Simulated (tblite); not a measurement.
**Run report: C2H8GeO2, geometry relaxation (part 2 of 2)**

Continued. System: C2H8GeO2. Method: GFN2-xTB geometry optimisation, gas phase (tblite 0.8.0). 

Geometry of the input (Å):
```
C  -2.1066  -0.0234  -1.0088
O  -1.9005  0.4743  0.2707
Ge -0.0951  0.6773  0.4876
O  0.6902  -0.9108  0.5051
C  2.0732  -0.7095  0.6187
H  -1.6450  -1.0064  -1.1686
H  -3.2143  -0.1559  -1.1462
H  -1.7761  0.7239  -1.7664
H  0.1742  1.4280  1.8112
H  0.4356  1.5233  -0.6885
H  2.4436  -0.1655  -0.2951
H  2.3346  -0.1675  1.5402
H  2.5773  -1.6869  0.6544
```

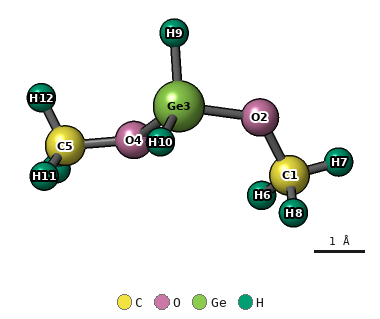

*The geometry at step 69 of the log (ball-and-stick view, seen at a tilt; atoms are numbered from 1 in the order of the input).*

### Trajectory as extended XYZ, continued
```
13
Properties=species:S:1:pos:R:3:forces:R:3 step=46 energy=-501.69699
C    -2.2087   -0.1083   -1.0649    0.0130  -0.0050   0.0260
O    -1.7048    0.5691    0.0714    0.0010   0.0130  -0.0010
Ge   -0.0679    0.9301    0.4879   -0.0070   0.0020   0.0100
O     0.8059   -0.5984    0.4158    0.0120   0.0190   0.0090
C     2.1957   -0.7738    0.5986   -0.0020  -0.0040   0.0040
H    -1.7700   -1.1034   -1.1526    0.0040  -0.0020  -0.0290
H    -3.2866   -0.2006   -0.9217    0.0040  -0.0040  -0.0180
H    -2.0142    0.4527   -1.9825   -0.0050  -0.0200   0.0210
H    -0.2408    1.4324    1.8878    0.0110   0.0160  -0.0020
H     0.5975    1.9121   -0.4610   -0.0070   0.0050  -0.0020
H     2.7655   -0.2862   -0.1955   -0.0020  -0.0020  -0.0050
H     2.5310   -0.3777    1.5593   -0.0140  -0.0070   0.0080
H     2.3885   -1.8470    0.5717   -0.0090  -0.0090  -0.0200
13
Properties=species:S:1:pos:R:3:forces:R:3 step=48 energy=-501.69723
C    -2.2075   -0.1090   -1.0632    0.0000  -0.0070  -0.0010
O    -1.7037    0.5733    0.0696   -0.0100  -0.0070   0.0030
Ge   -0.0680    0.9327    0.4898    0.0130   0.0110  -0.0250
O     0.8074   -0.5947    0.4138   -0.0100   0.0080   0.0110
C     2.1960   -0.7749    0.5982    0.0010   0.0040  -0.0020
H    -1.7682   -1.1039   -1.1519    0.0080   0.0030  -0.0100
H    -3.2855   -0.2026   -0.9207    0.0080  -0.0050  -0.0060
H    -2.0158    0.4492   -1.9829    0.0020  -0.0090   0.0150
H    -0.2441    1.4332    1.8892    0.0140   0.0200   0.0050
H     0.5970    1.9145   -0.4619   -0.0120  -0.0010   0.0170
H     2.7677   -0.2868   -0.1945    0.0000  -0.0050   0.0030
H     2.5298   -0.3814    1.5603   -0.0050  -0.0110   0.0070
H     2.3861   -1.8487    0.5686   -0.0100  -0.0020  -0.0170
13
Properties=species:S:1:pos:R:3:forces:R:3 step=51 energy=-501.69757
C    -2.2049   -0.1121   -1.0602   -0.0010  -0.0030  -0.0180
O    -1.7028    0.5869    0.0629    0.0010  -0.0250   0.0090
Ge   -0.0660    0.9384    0.4883   -0.0120   0.0090   0.0040
O     0.8053   -0.5909    0.4048   -0.0090   0.0070   0.0030
C     2.1926   -0.7768    0.5958   -0.0080   0.0000  -0.0010
H    -1.7585   -1.1042   -1.1436    0.0040  -0.0060   0.0170
H    -3.2820   -0.2100   -0.9159    0.0020  -0.0180   0.0090
H    -2.0200    0.4361   -1.9860    0.0110   0.0220  -0.0130
H    -0.2440    1.4356    1.8900    0.0180   0.0110  -0.0050
H     0.6008    1.9254   -0.4532    0.0040   0.0110  -0.0050
H     2.7711   -0.2857   -0.1902   -0.0030   0.0060   0.0070
H     2.5192   -0.3906    1.5635    0.0100  -0.0190  -0.0010
H     2.3803   -1.8510    0.5583   -0.0170   0.0050  -0.0060
13
Properties=species:S:1:pos:R:3:forces:R:3 step=53 energy=-501.69809
C    -2.2002   -0.1162   -1.0578    0.0160   0.0030   0.0050
O    -1.7043    0.5999    0.0579    0.0290  -0.0220   0.0050
Ge   -0.0654    0.9471    0.4854   -0.0430  -0.0070   0.0500
O     0.8010   -0.5849    0.3955    0.0050   0.0130  -0.0070
C     2.1868   -0.7792    0.5927   -0.0260  -0.0080   0.0070
H    -1.7420   -1.1035   -1.1304   -0.0050  -0.0150   0.0130
H    -3.2755   -0.2226   -0.9101   -0.0100  -0.0270   0.0030
H    -2.0214    0.4238   -1.9891    0.0100   0.0320  -0.0240
H    -0.2407    1.4417    1.8900    0.0180   0.0000  -0.0200
H     0.6021    1.9385   -0.4464    0.0200   0.0260  -0.0350
H     2.7742   -0.2835   -0.1833   -0.0100   0.0250   0.0040
H     2.5066   -0.4066    1.5678    0.0190  -0.0200  -0.0070
H     2.3700   -1.8536    0.5422   -0.0220  -0.0010   0.0040
13
Properties=species:S:1:pos:R:3:forces:R:3 step=56 energy=-501.70053
C    -2.1758   -0.1308   -1.0480    0.0220   0.0030   0.0460
O    -1.7128    0.6236    0.0576    0.0610   0.0120   0.0260
Ge   -0.0739    0.9855    0.4842   -0.0020  -0.0260   0.0320
O     0.7875   -0.5472    0.3793    0.0010  -0.0170  -0.0180
C     2.1643   -0.7901    0.5837   -0.0350  -0.0160   0.0090
H    -1.6776   -1.1000   -1.0939   -0.0100  -0.0190  -0.0280
H    -3.2464   -0.2782   -0.9006   -0.0050  -0.0130  -0.0120
H    -2.0117    0.4010   -1.9872   -0.0030   0.0030  -0.0100
H    -0.2216    1.4832    1.8907   -0.0160  -0.0050  -0.0130
H     0.5842    1.9761   -0.4535    0.0190   0.0340  -0.0430
H     2.7803   -0.2744   -0.1565   -0.0290   0.0560   0.0190
H     2.4764   -0.4825    1.5841    0.0270  -0.0150  -0.0310
H     2.3185   -1.8652    0.4745   -0.0310   0.0020   0.0230
13
Properties=species:S:1:pos:R:3:forces:R:3 step=58 energy=-501.70131
C    -2.1696   -0.1319   -1.0452   -0.0050   0.0020   0.0030
O    -1.7132    0.6155    0.0671    0.0230   0.0130   0.0370
Ge   -0.0774    0.9902    0.4881    0.0530   0.0070  -0.0420
O     0.7859   -0.5395    0.3851   -0.0380  -0.0330  -0.0050
C     2.1602   -0.7918    0.5840   -0.0070   0.0010  -0.0180
H    -1.6700   -1.0999   -1.0978    0.0120  -0.0170  -0.0260
H    -3.2408   -0.2873   -0.9059    0.0090   0.0100   0.0000
H    -2.0039    0.4086   -1.9805   -0.0060  -0.0170   0.0140
H    -0.2153    1.4955    1.8911   -0.0270   0.0050   0.0030
H     0.5727    1.9746   -0.4690   -0.0050   0.0060   0.0060
H     2.7755   -0.2705   -0.1524   -0.0110   0.0420   0.0050
H     2.4799   -0.4965    1.5842    0.0190   0.0050   0.0170
H     2.3073   -1.8661    0.4657   -0.0160  -0.0250   0.0060
13
Properties=species:S:1:pos:R:3:forces:R:3 step=61 energy=-501.70212
C    -2.1634   -0.1342   -1.0405    0.0030  -0.0130  -0.0060
O    -1.7108    0.6215    0.0690   -0.0020  -0.0160  -0.0120
Ge   -0.0734    0.9950    0.4852    0.0060   0.0140  -0.0040
O     0.7789   -0.5404    0.3795    0.0010  -0.0010   0.0140
C     2.1527   -0.7941    0.5813    0.0100  -0.0030   0.0070
H    -1.6570   -1.0996   -1.0932    0.0000   0.0060  -0.0010
H    -3.2340   -0.2964   -0.9038    0.0140   0.0100   0.0250
H    -2.0025    0.4020   -1.9785    0.0050   0.0080   0.0070
H    -0.2124    1.5021    1.8889   -0.0140  -0.0040  -0.0090
H     0.5719    1.9839   -0.4695    0.0100  -0.0040  -0.0030
H     2.7708   -0.2612   -0.1452   -0.0190  -0.0020  -0.0020
H     2.4733   -0.5089    1.5856   -0.0210  -0.0010   0.0000
H     2.2971   -1.8685    0.4556    0.0060   0.0070  -0.0150
13
Properties=species:S:1:pos:R:3:forces:R:3 step=64 energy=-501.70241
C    -2.1572   -0.1370   -1.0377    0.0070   0.0140   0.0050
O    -1.7117    0.6229    0.0717    0.0220   0.0030  -0.0010
Ge   -0.0730    1.0006    0.4829   -0.0150  -0.0160   0.0080
O     0.7736   -0.5390    0.3792    0.0050   0.0110   0.0110
C     2.1473   -0.7964    0.5801   -0.0220   0.0040  -0.0020
H    -1.6433   -1.0977   -1.0881    0.0010  -0.0150  -0.0070
H    -3.2261   -0.3045   -0.9006   -0.0060  -0.0030   0.0130
H    -1.9976    0.4010   -1.9747   -0.0010   0.0040  -0.0070
H    -0.2091    1.5090    1.8859   -0.0120   0.0010  -0.0020
H     0.5691    1.9880   -0.4744    0.0170  -0.0050  -0.0100
H     2.7645   -0.2555   -0.1404    0.0010  -0.0010  -0.0040
H     2.4642   -0.5209    1.5879   -0.0060  -0.0050   0.0060
H     2.2906   -1.8695    0.4428    0.0090   0.0090  -0.0110
13
Properties=species:S:1:pos:R:3:forces:R:3 step=66 energy=-501.70265
C    -2.1541   -0.1395   -1.0366    0.0020   0.0140   0.0050
O    -1.7071    0.6262    0.0680    0.0050   0.0040   0.0010
Ge   -0.0712    1.0058    0.4817   -0.0030  -0.0160   0.0030
O     0.7720   -0.5349    0.3780   -0.0060   0.0030   0.0060
C     2.1441   -0.7974    0.5793   -0.0180   0.0090  -0.0070
H    -1.6382   -1.0997   -1.0854   -0.0020   0.0010  -0.0050
H    -3.2220   -0.3086   -0.8924   -0.0020  -0.0060  -0.0040
H    -1.9990    0.3966   -1.9757   -0.0100  -0.0080  -0.0030
H    -0.2141    1.5101    1.8850   -0.0060   0.0090   0.0010
H     0.5747    1.9939   -0.4736    0.0130  -0.0110   0.0000
H     2.7627   -0.2529   -0.1374    0.0100   0.0000   0.0060
H     2.4577   -0.5289    1.5900    0.0090  -0.0110  -0.0030
H     2.2857   -1.8697    0.4336    0.0070   0.0110  -0.0020
13
Properties=species:S:1:pos:R:3:forces:R:3 step=69 energy=-501.70278
C    -2.1532   -0.1406   -1.0358   -0.0050  -0.0080  -0.0040
O    -1.7035    0.6316    0.0627   -0.0160   0.0000  -0.0040
Ge   -0.0697    1.0085    0.4817    0.0030   0.0090   0.0000
O     0.7709   -0.5317    0.3751    0.0010  -0.0090   0.0040
C     2.1416   -0.7971    0.5780    0.0160  -0.0020   0.0030
H    -1.6364   -1.1010   -1.0830   -0.0020   0.0130   0.0030
H    -3.2203   -0.3117   -0.8865    0.0040  -0.0020  -0.0030
H    -2.0036    0.3896   -1.9790   -0.0070   0.0000   0.0010
H    -0.2184    1.5106    1.8855   -0.0020   0.0080  -0.0020
H     0.5817    1.9984   -0.4689    0.0090  -0.0130   0.0050
H     2.7651   -0.2520   -0.1344   -0.0050   0.0060   0.0080
H     2.4542   -0.5347    1.5908    0.0030  -0.0070  -0.0070
H     2.2827   -1.8689    0.4281    0.0010   0.0050  -0.0040
13
Properties=species:S:1:pos:R:3:forces:R:3 step=71 energy=-501.70291
C    -2.1486   -0.1430   -1.0331   -0.0090  -0.0090  -0.0060
O    -1.7037    0.6397    0.0597   -0.0070   0.0070  -0.0060
Ge   -0.0694    1.0147    0.4810   -0.0040   0.0090   0.0000
O     0.7665   -0.5276    0.3716    0.0120  -0.0080   0.0050
C     2.1359   -0.7983    0.5756    0.0210  -0.0110   0.0080
H    -1.6243   -1.0990   -1.0751    0.0050   0.0000   0.0030
H    -3.2137   -0.3222   -0.8812   -0.0100  -0.0030   0.0000
H    -2.0056    0.3815   -1.9804   -0.0030   0.0100  -0.0010
H    -0.2188    1.5173    1.8847    0.0000   0.0060  -0.0020
H     0.5865    2.0033   -0.4675    0.0070  -0.0110   0.0020
H     2.7650   -0.2473   -0.1271   -0.0130   0.0160   0.0010
H     2.4458   -0.5501    1.5925    0.0020   0.0020   0.0030
H     2.2756   -1.8682    0.4138   -0.0020  -0.0100  -0.0080
13
Properties=species:S:1:pos:R:3:forces:R:3 step=74 energy=-501.70323
C    -2.1393   -0.1485   -1.0280   -0.0070   0.0120   0.0000
O    -1.7051    0.6529    0.0556    0.0210   0.0210   0.0010
Ge   -0.0699    1.0280    0.4793   -0.0050  -0.0230   0.0020
O     0.7585   -0.5202    0.3726   -0.0060   0.0080   0.0090
C     2.1263   -0.8023    0.5722   -0.0150  -0.0010  -0.0020
H    -1.5970   -1.0937   -1.0623    0.0110  -0.0220  -0.0030
H    -3.1997   -0.3455   -0.8698   -0.0270  -0.0090  -0.0030
H    -2.0090    0.3708   -1.9796   -0.0060   0.0090  -0.0100
H    -0.2230    1.5383    1.8798    0.0040   0.0030   0.0010
H     0.5976    2.0072   -0.4699    0.0030  -0.0030  -0.0040
H     2.7592   -0.2324   -0.1105    0.0050   0.0250  -0.0120
H     2.4313   -0.5868    1.5969    0.0170   0.0090   0.0330
H     2.2613   -1.8667    0.3781    0.0060  -0.0290  -0.0120
13
Properties=species:S:1:pos:R:3:forces:R:3 step=76 energy=-501.70369
C    -2.1360   -0.1520   -1.0256    0.0020   0.0210  -0.0010
O    -1.7039    0.6619    0.0492    0.0240   0.0260   0.0180
Ge   -0.0696    1.0339    0.4795    0.0040  -0.0270   0.0060
O     0.7526   -0.5193    0.3870   -0.0410   0.0110   0.0160
C     2.1215   -0.8050    0.5713   -0.0380   0.0160  -0.0100
H    -1.5791   -1.0887   -1.0601    0.0030  -0.0250  -0.0050
H    -3.1924   -0.3639   -0.8577   -0.0110  -0.0060  -0.0080
H    -2.0193    0.3668   -1.9792   -0.0180  -0.0010  -0.0220
H    -0.2353    1.5644    1.8721    0.0100  -0.0110  -0.0080
H     0.6196    1.9961   -0.4718   -0.0080   0.0050  -0.0090
H     2.7491   -0.2108   -0.0948    0.0240   0.0180  -0.0190
H     2.4276   -0.6199    1.6007    0.0330   0.0050   0.0570
H     2.2565   -1.8625    0.3438    0.0170  -0.0310  -0.0160
13
Properties=species:S:1:pos:R:3:forces:R:3 step=79 energy=-501.70451
C    -2.1473   -0.1458   -1.0314    0.0090  -0.0040  -0.0040
O    -1.7019    0.6531    0.0494   -0.0110   0.0050   0.0100
Ge   -0.0681    1.0157    0.4834    0.0030   0.0290  -0.0040
O     0.7523   -0.5374    0.4157   -0.0040  -0.0140   0.0220
C     2.1289   -0.8001    0.5769    0.0120   0.0010   0.0170
H    -1.5982   -1.0879   -1.0813   -0.0110   0.0090   0.0020
H    -3.2055   -0.3526   -0.8616    0.0200   0.0070   0.0010
H    -2.0319    0.3838   -1.9793   -0.0170  -0.0070  -0.0210
H    -0.2435    1.5708    1.8653    0.0110  -0.0240  -0.0090
H     0.6383    1.9605   -0.4745   -0.0160   0.0050  -0.0070
H     2.7378   -0.1949   -0.0989   -0.0080  -0.0090  -0.0050
H     2.4510   -0.6078    1.6021    0.0040  -0.0090   0.0090
H     2.2794   -1.8567    0.3486    0.0080   0.0120  -0.0110
13
Properties=species:S:1:pos:R:3:forces:R:3 step=81 energy=-501.70478
C    -2.1494   -0.1427   -1.0332   -0.0040   0.0040  -0.0020
O    -1.7043    0.6466    0.0551    0.0040   0.0040  -0.0060
Ge   -0.0690    1.0114    0.4836    0.0040   0.0040  -0.0070
O     0.7528   -0.5429    0.4283    0.0120  -0.0070   0.0170
C     2.1323   -0.7989    0.5802    0.0130  -0.0080   0.0090
H    -1.6044   -1.0865   -1.0885    0.0000   0.0060  -0.0010
H    -3.2079   -0.3474   -0.8663    0.0030   0.0040   0.0010
H    -2.0323    0.3935   -1.9776   -0.0080  -0.0110  -0.0090
H    -0.2440    1.5701    1.8626    0.0100  -0.0110   0.0040
H     0.6359    1.9490   -0.4823   -0.0160   0.0040  -0.0030
H     2.7333   -0.1928   -0.1026   -0.0140  -0.0100   0.0140
H     2.4606   -0.6028    1.6037   -0.0010  -0.0130  -0.0200
H     2.2876   -1.8555    0.3515   -0.0040   0.0340   0.0040
13
Properties=species:S:1:pos:R:3:forces:R:3 step=84 energy=-501.70510
C    -2.1452   -0.1441   -1.0316   -0.0040   0.0010  -0.0050
O    -1.7037    0.6511    0.0541    0.0040  -0.0010  -0.0300
Ge   -0.0690    1.0180    0.4832    0.0050  -0.0200   0.0020
O     0.7486   -0.5398    0.4471    0.0050   0.0080   0.0120
C     2.1290   -0.8007    0.5819   -0.0070   0.0000  -0.0050
H    -1.5905   -1.0821   -1.0894    0.0010   0.0060   0.0030
H    -3.2002   -0.3606   -0.8594   -0.0090   0.0010   0.0050
H    -2.0402    0.3909   -1.9785    0.0000  -0.0030   0.0070
H    -0.2495    1.5882    1.8559    0.0110  -0.0030   0.0100
H     0.6413    1.9423   -0.4901   -0.0080   0.0110  -0.0080
H     2.7260   -0.1797   -0.0900   -0.0040   0.0120   0.0120
H     2.4639   -0.6329    1.6076    0.0030  -0.0020  -0.0070
H     2.2808   -1.8497    0.3236    0.0020  -0.0100   0.0040
13
Properties=species:S:1:pos:R:3:forces:R:3 step=86 energy=-501.70530
C    -2.1436   -0.1461   -1.0314    0.0030  -0.0080  -0.0040
O    -1.7006    0.6598    0.0460   -0.0130  -0.0040  -0.0290
Ge   -0.0673    1.0219    0.4830   -0.0020  -0.0020   0.0050
O     0.7454   -0.5374    0.4584   -0.0040   0.0060   0.0040
C     2.1256   -0.8019    0.5824   -0.0010   0.0030  -0.0040
H    -1.5803   -1.0795   -1.0875   -0.0090   0.0100   0.0040
H    -3.1958   -0.3709   -0.8508    0.0050   0.0030   0.0080
H    -2.0501    0.3833   -1.9827    0.0020   0.0040   0.0110
H    -0.2519    1.5991    1.8528    0.0080  -0.0060   0.0030
H     0.6495    1.9414   -0.4902   -0.0020   0.0080  -0.0090
H     2.7215   -0.1682   -0.0783   -0.0020   0.0130   0.0070
H     2.4640   -0.6555    1.6099    0.0040   0.0020   0.0050
H     2.2748   -1.8452    0.3027    0.0110  -0.0280  -0.0010
13
Properties=species:S:1:pos:R:3:forces:R:3 step=89 energy=-501.70546
C    -2.1445   -0.1464   -1.0326    0.0010   0.0000   0.0010
O    -1.6994    0.6663    0.0383   -0.0040   0.0040   0.0010
Ge   -0.0660    1.0218    0.4822   -0.0060   0.0050  -0.0040
O     0.7444   -0.5387    0.4597   -0.0030   0.0000  -0.0090
C     2.1250   -0.8022    0.5826    0.0000   0.0010   0.0020
H    -1.5799   -1.0786   -1.0840   -0.0040  -0.0050  -0.0060
H    -3.1957   -0.3716   -0.8471    0.0010   0.0010   0.0060
H    -2.0549    0.3786   -1.9864    0.0030   0.0010   0.0010
H    -0.2489    1.5943    1.8543    0.0020  -0.0010  -0.0010
H     0.6524    1.9440   -0.4887   -0.0010  -0.0020   0.0000
H     2.7197   -0.1641   -0.0750   -0.0010   0.0020   0.0020
H     2.4625   -0.6573    1.6107    0.0060  -0.0040   0.0070
H     2.2766   -1.8452    0.3004    0.0060  -0.0030   0.0000
```

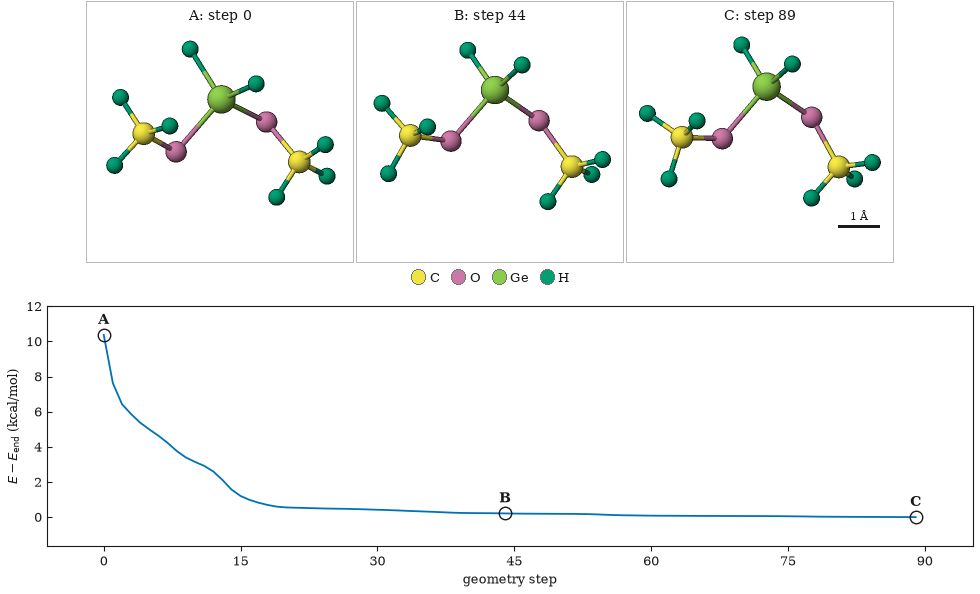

*Frames of the relaxation (ball-and-stick view, seen at a tilt) above the curves, on which the letters mark them (steps are counted from 0).*

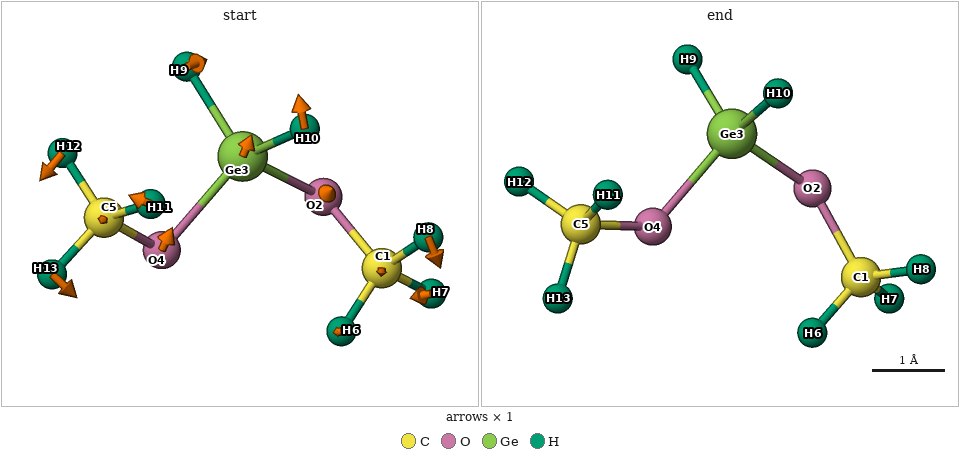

*Before (left) and after (right) the relaxation, at one scale (ball-and-stick view, seen at a tilt). The orange arrows give the displacements, at true length.*

The energy falls by 10.4 kcal/mol in 89 geometry steps. Largest force component: 1.5 eV/Å at the start, 0.009 eV/Å at the end. The largest moves after the best rigid fit, 0.51 Å, are those of H10 and H12. By element the largest moves are H 0.51 Å, O 0.38 Å, Ge 0.35 Å, C 0.13 Å. Distances before and after: O2–Ge3 1.830 → 1.730 Å, Ge3–H9 1.545 → 1.498 Å, C5–H11 1.126 → 1.092 Å, C1–H7 1.124 → 1.091 Å. Among the angles that change: C1–O2–Ge3 107.2° → 127.5°, Ge3–O4–C5 108.0° → 128.0°, O2–Ge3–H9 109.1° → 101.4°. (Atoms are counted from 1 in the order of the input.)
